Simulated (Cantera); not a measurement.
Feed: 1 mol CH3F, 0.29 mol H2, equilibrated at 13.3 mbar.

Equilibrium computed with Cantera from the NASA thermochemical tables; the gas is ideal and each condensed phase is pure. Candidate condensed phases: C, C6H6, C7H8, C8H18; 95 gas species. The numbers say what is thermodynamically allowed, not how fast it happens.

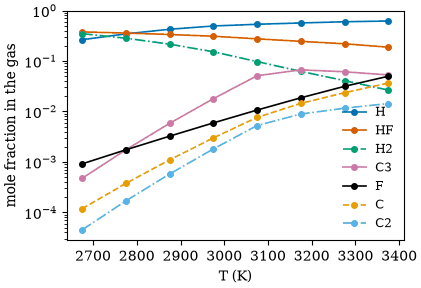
Fig. 1. Equilibrium gas composition (values under 1e-9 drawn at 1e-9)

From 2675 K to 3075 K the condensed part is C(graphite). From 3175 K to 3375 K nothing is condensed. The main C-bearing gas is C2H2 (acetylene) at 2675 K and C3 at 3375 K.
